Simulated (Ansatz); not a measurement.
C2H10NO4Ta

Input file:

```
crystal:
  periodic: [false, false, false]
  atoms:
    - {symbol: C, position_ang: [1.629592, 0.170495, -1.251287]}
    - {symbol: N, position_ang: [0.783644, -0.338854, -0.194801]}
    - {symbol: C, position_ang: [1.364811, -1.464019, 0.503430]}
    - {symbol: Ta, position_ang: [-0.973972, 0.421438, 0.247221]}
    - {symbol: O, position_ang: [-1.519315, 0.899633, -1.543290]}
    - {symbol: O, position_ang: [-0.912000, 0.151057, 2.159437]}
    - {symbol: O, position_ang: [-0.932685, 2.342883, 0.555700]}
    - {symbol: O, position_ang: [-2.402772, -0.900324, 0.289988]}
    - {symbol: H, position_ang: [2.586939, 0.526797, -0.849041]}
    - {symbol: H, position_ang: [1.844052, -0.612833, -1.990309]}
    - {symbol: H, position_ang: [1.145666, 0.997657, -1.770774]}
    - {symbol: H, position_ang: [0.710686, -1.801328, 1.307513]}
    - {symbol: H, position_ang: [2.331226, -1.190244, 0.947111]}
    - {symbol: H, position_ang: [1.533634, -2.305119, -0.181617]}
    - {symbol: H, position_ang: [-1.904271, 1.711951, -1.870003]}
    - {symbol: H, position_ang: [-1.574204, -0.217214, 2.743134]}
    - {symbol: H, position_ang: [-0.839929, 2.625822, 1.468023]}
    - {symbol: H, position_ang: [-2.908704, -1.006596, -0.518534]}
basis:
  gaussian: {orbitals: def2-TZVPP}
hamiltonian: {xc: pbe0, dispersion: d4}
output: {orbitals: {seedname: orbitals}}
```

Run with:

```sh
ansatz run in.yaml --threads 4 --pin off --events-out ev --progress --plain --max-ram 66560MiB --backend cuda --devices 0, --max-vram 37GiB
```

Geometry: PBE0-D4/def2-TZVP; core potentials replace the inner electrons of Ta.

Theory: Ansatz, RKS PBE0-D4/def2-TZVPP.

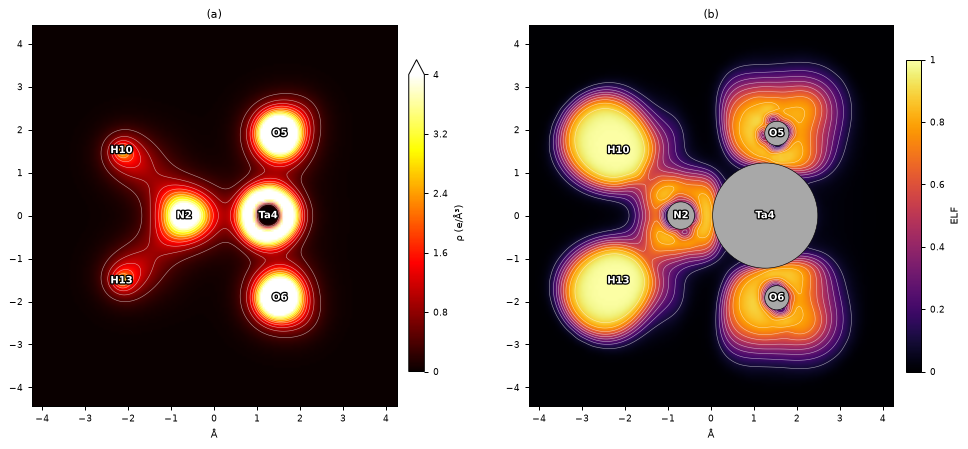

Figure 1. (a) electron density; (b) ELF on the plane of atoms N2, Ta4 and O6. Grey discs cover the atomic cores in the ELF map.

Question: Read the bonding off the picture.

Answer: Atoms in the plane: N, Ta, O and H. Ta–O (1.93 Å): ρ is about 0.96 e/Å³ halfway; the ELF peaks at about 0.85 in the valence shell of O, 0.6 Å from its nucleus, and drops to about 0.25 between the two atoms. Ta–N (1.97 Å): the density is about 1 e/Å³ at the midpoint; the ELF peaks at about 0.85 in the valence shell of N, 0.6 Å from its nucleus, and is about 0.35 at the midpoint.

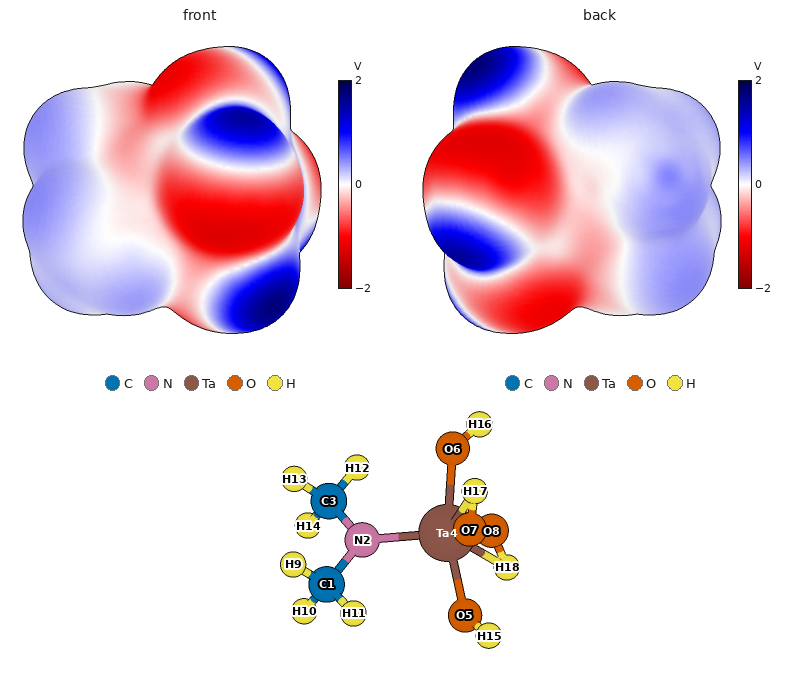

Figure 2. The molecular electrostatic potential painted on the density surface at 0.001 e/bohr³, seen from the front and from behind; red is negative and blue positive. The bare structure is drawn below in the same view.

Question: Describe the electrostatic potential map.

Answer: The most negative region (about −1.2 V) lies over O7 and O8, the most positive (about +1.7 V) over H15 and H16.

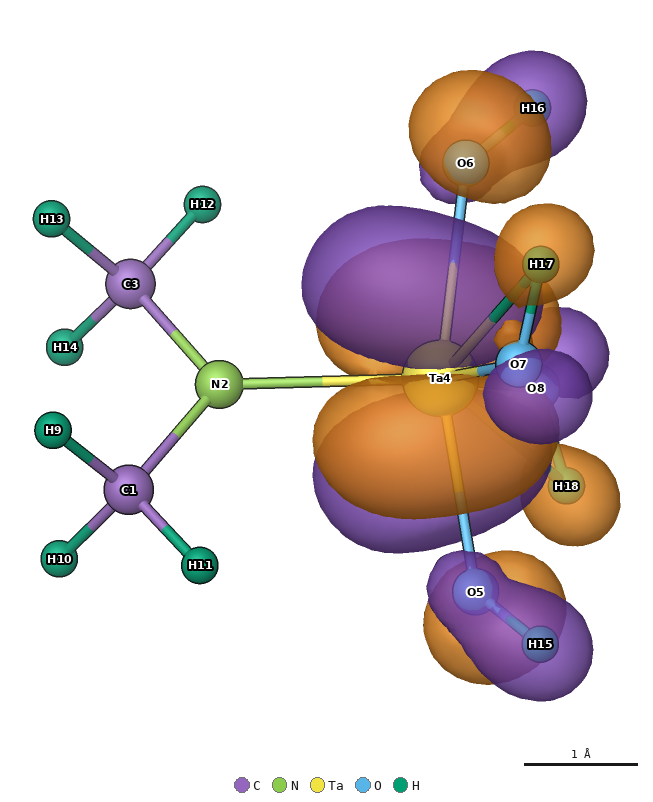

Figure 3. One frontier orbital at ±0.1 Å⁻³ᐟ² (orange and purple are the two phases), seen at a tilt.

Question: Which orbital is it: HOMO or LUMO?

Answer: The LUMO, at −0.70 eV. By Hirshfeld shares it lies mainly on Ta4 (about 65 %), O5 (about 5 %) and O6 (about 5 %).
